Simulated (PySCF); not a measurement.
# GeTe (SMILES [Ge][Te]): M06-2X/STO-3G

What is the vertical singlet–triplet gap of GeTe at M06-2X/STO-3G? The job is set up through a Python script.

Program for the calculation: PySCF 2.14.0.

8 further runs of the same task are left out: 8 set aside as unsound or not needed.

## (1) The system as given

GeTe has 2 atoms, charge 0, and is taken as a singlet. As SMILES, `[Ge][Te]`. The bond length is the measured one.

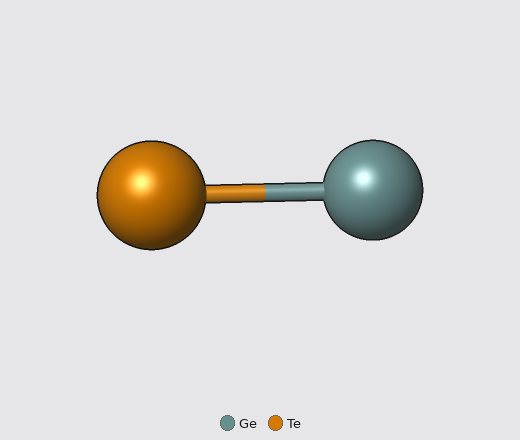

Viewed from a chosen angle; germanium teal, tellurium orange.

## (2) The energy at M06-2X/STO-3G

calc.py

```python
from pyscf import gto, dft

mol = gto.Mole()
mol.atom = '''
Ge     0.000000     0.000000     0.000000
Te     0.000000     0.000000     4.422271
'''
mol.verbose = 3
mol.spin = 0
mol.max_memory = 1860
mol.unit = 'bohr'
mol.basis = 'sto-3g'
mol.build()

ks = dft.RKS(mol, xc='m06-2x')
ks.conv_tol = 1e-10
ks.grids.level = 5
ks.kernel()
if not ks.converged:
    ks = ks.newton().run(ks.mo_coeff, ks.mo_occ)

etot = ks.e_tot
print('E = %.10f Eh' % etot)
```

Launch:

```bash
$ OMP_NUM_THREADS=1 python calc.py
```

The log of the run:

```text
converged SCF energy = -8602.48832553501
E = -8602.4883255350 Eh
```

Run time: 3.9 s. Hardware: 1 thread of Arm Neoverse V2, shared host; peak memory 0.28 GiB.

## (3) The triplet

run.py

```python
from pyscf import gto, dft

system = gto.Mole()
system.atom = 'Ge 0.000000 0.000000 0.000000; Te 0.000000 0.000000 2.340165'
system.spin = 2
system.verbose = 3
system.max_memory = 1860
system.basis = 'sto-3g'
system.build()

calc0 = dft.UKS(system)
calc0.xc = 'm06-2x'
calc0.grids.level = 5
calc0.conv_tol = 1e-10
calc0.kernel()
if not calc0.converged:
    calc0 = calc0.newton().run(calc0.mo_coeff, calc0.mo_occ)

e_final = calc0.e_tot
print('E(%s) = %.9f' % ('M06-2X', e_final))
```

Launch:

```bash
$ OMP_NUM_THREADS=1 python run.py
```

The log of the run:

```text
WARN: HOMO -0.473449991244859 >= LUMO -0.667927538625962

converged SCF energy = -8602.38623749939  <S^2> = 2.0526329  2S+1 = 3.0348858
E(M06-2X) = -8602.386237499
```

Run time: 14 s. Hardware: 1 thread of Arm Neoverse V2, shared host; peak memory 0.27 GiB.

## (4) Summary of results

Level: M06-2X/STO-3G.

```
                                        quantity           value
                           singlet: total energy  -8602.48833 Eh
                          singlet: dipole moment          2.36 D
                            singlet: HOMO energy        -5.43 eV
                            singlet: LUMO energy         1.33 eV
                          singlet: HOMO–LUMO gap         6.76 eV
                           triplet: total energy  -8602.38624 Eh
                          triplet: dipole moment          2.77 D
     triplet: HOMO energy (highest over α and β)        -2.73 eV
      triplet: LUMO energy (lowest over α and β)        -1.31 eV
                                   triplet: ⟨S²⟩           2.053
vertical energy of the triplet above the singlet        2.778 eV
```

What this shows: At this shape the triplet lies 2.78 eV (64 kcal/mol) above the singlet. In a minimal basis such a difference can be off by several eV, whatever the method. Relativity is left out (singlet) although the molecule holds a heavy atom. Relativity is left out (triplet) although the molecule holds a heavy atom.
